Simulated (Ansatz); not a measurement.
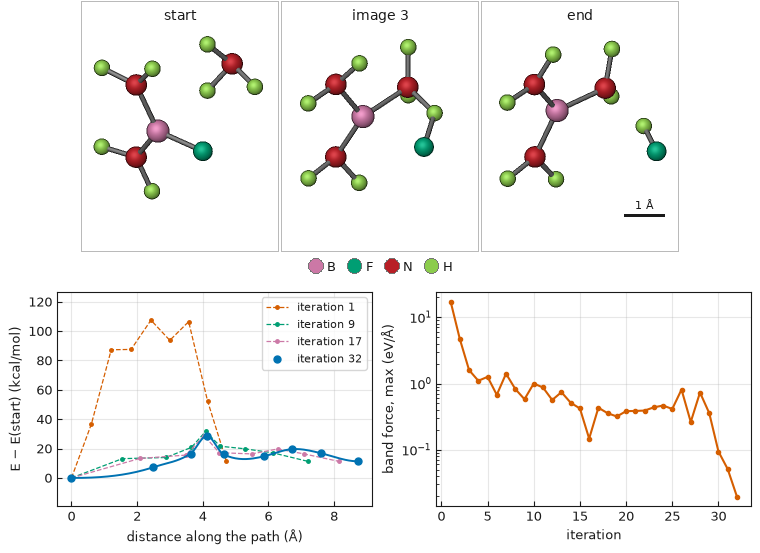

A search for the minimum-energy path of BN3H7F, made up at the start of BN2H4F and NH3 by the nudged elastic band. Images are numbered from 0 (start) to 8 (end). The plot follows the band through its iterations. A ball-and-stick model, seen from a free direction.

Level of theory: RKS BLYP-D4/def2-SVP (Ansatz). Settings: 7 movable images; climbing image; force threshold 0.05 eV/Å; iteration limit 60; starting path through a guess of the saddle point.

Judge this run.

The run is converged, with reservations. The band converged in 32 iterations. The largest component of the band force went from 17 to 0.02 eV/Å. The climbing image converged on the top of the path. Its curvatures weren't checked. The first iteration put the highest image at 107.5 kcal/mol. The energy climbs by 28.6 kcal/mol to image 3 and then falls by 17.3 kcal/mol, so the end point sits at +11.3 kcal/mol. The profile has 2 maxima (images 3, 6) with a dip at image 5 (+14.7 kcal/mol), so the process runs in steps.

Limits of the set-up: the start holds two separate molecules, 2.7 Å apart at their closest, whose relative position is a soft coordinate.

The run took 6.1 min on 2 threads of Arm Neoverse V2, with other jobs on the host, peak memory 0.14 GiB.
